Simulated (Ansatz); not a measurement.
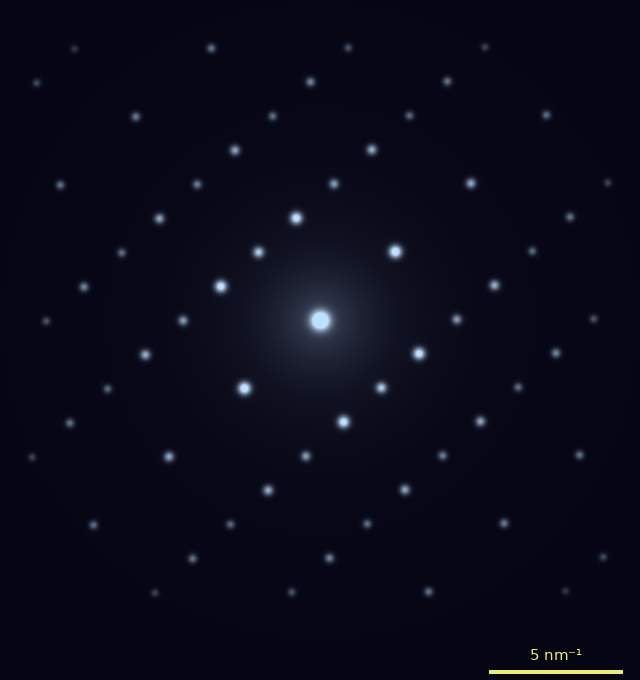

Computed electron diffraction pattern, 200 kV, single scattering only, B = 1 Å².

**Describe the geometry of this pattern.**

The spots form a rectangular net whose two shortest vectors correspond to d = 5.19 Å and 2.89 Å, 90.0° apart.

**What is the point symmetry of the pattern, intensities included?**

2mm. A zero-layer kinematic pattern is always centrosymmetric (Friedel's law).

**What was simulated?**

This cannot be fixed from one zone alone; the pattern is [100] of Sc, space group P6_3/mmc (No. 194), a = 3.339 Å, c = 5.194 Å (hexagonal axes). The net vectors are 0 0 1 (itself extinct) and 0 1 0. Structure: the input geometry of an electronic-structure calculation (not necessarily at equilibrium).
